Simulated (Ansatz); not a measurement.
**ZrGeS (space group P4/nmm): energy over volume and axial ratio**

ZrGeS (space group P4/nmm)

Space group P4/nmm, origin choice 1 (No. 129); a = 3.6019 Å, b = 3.6019 Å, c = 7.9879 Å, α = 90.00°, β = 90.00°, γ = 90.00°

```tsv
atom	site	symmetry	x	y	z
Zr	2c	4mm	0.5000	0.0000	0.2765
Ge	2a	-4m2	0.0000	0.0000	0.0000
S	2c	4mm	0.0000	0.5000	0.3797
```

The relaxed cell is deformed in two ways at once: its volume V is scaled, and at that volume it is stretched along z (the c axis of the conventional cell) so that c/a changes. Fractional atomic positions are held.

Level of theory: PBEsol (plane waves to 420 eV, PAW, scalar-relativistic; Ansatz, a first-principles code). k mesh 13×13×6 (Γ-centred), Fermi-Dirac smearing 0.05 eV. E stands for the smeared free energy. As the atoms are clamped, bonds stretch with the cell, which overstates energies and stresses. With partly filled bands, the response to shear is sensitive to the k mesh, so small differences along c/a are uncertain. ZrGeS is run without spin polarisation. ZrGeS was relaxed with its symmetry unable to fall. ΔE is measured from the relaxed starting cell.

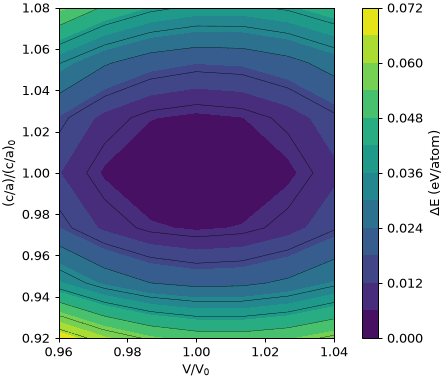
*ΔE (eV/atom) over the 7×7 grid of computed points.*

The modulus against c/a change at fixed volume, (3/4V)·∂²E/∂(ln c/a)² (fit, atoms clamped) is 98 GPa, an upper bound as the atoms could relax. Highest place on the grid: V/V₀ = 0.960, (c/a)/(c/a)₀ = 0.920 (69 meV/atom). Lowest place on the grid: V/V₀ = 1.000, (c/a)/(c/a)₀ = 1.000 (0 meV/atom).

Near the relaxed cell σzz − σxx = −2Cδ (compression positive), C being this modulus and δ the logarithm of the ratio.

(Under strain, the slope of the energy per volume gives the stress and its curvature an elastic modulus.)
